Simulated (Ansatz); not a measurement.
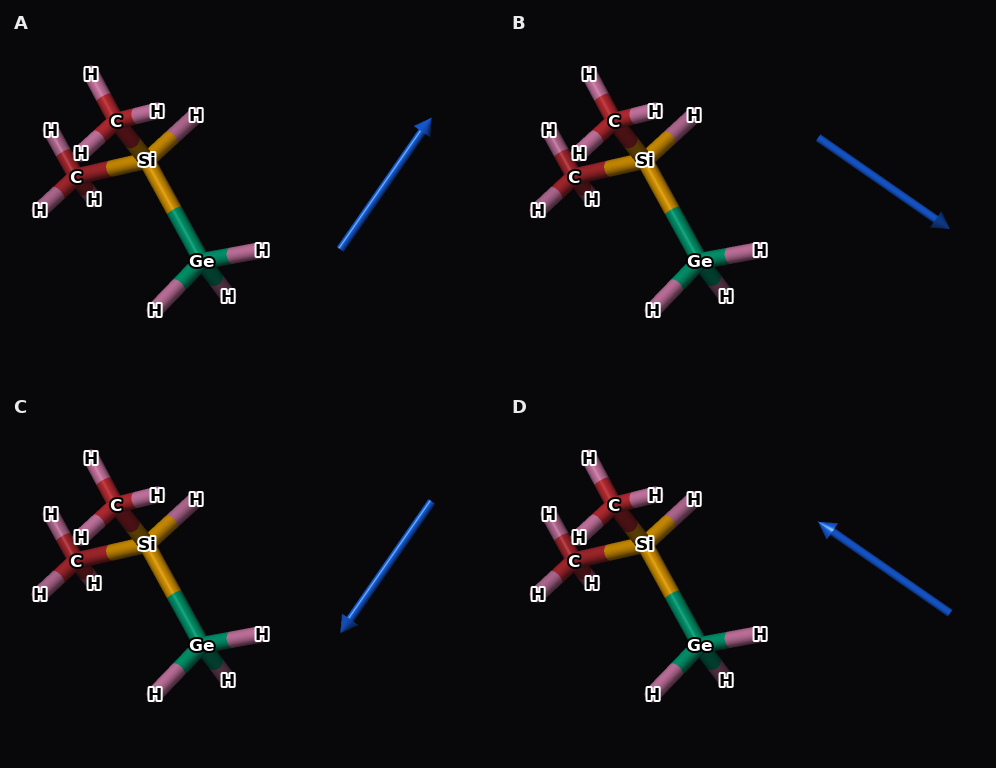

The same molecule four times, each with an arrow. The computed structure is the end point of a PBE-D4/def2-SVP optimisation. No frequency run is at hand to confirm it as a minimum. Method: RKS PBE-D4/def2-SVP (Ansatz 0.2.0).

### Which arrow points along the dipole moment, from the negative to the positive end?

D. The dipole moment is 1.32 D.
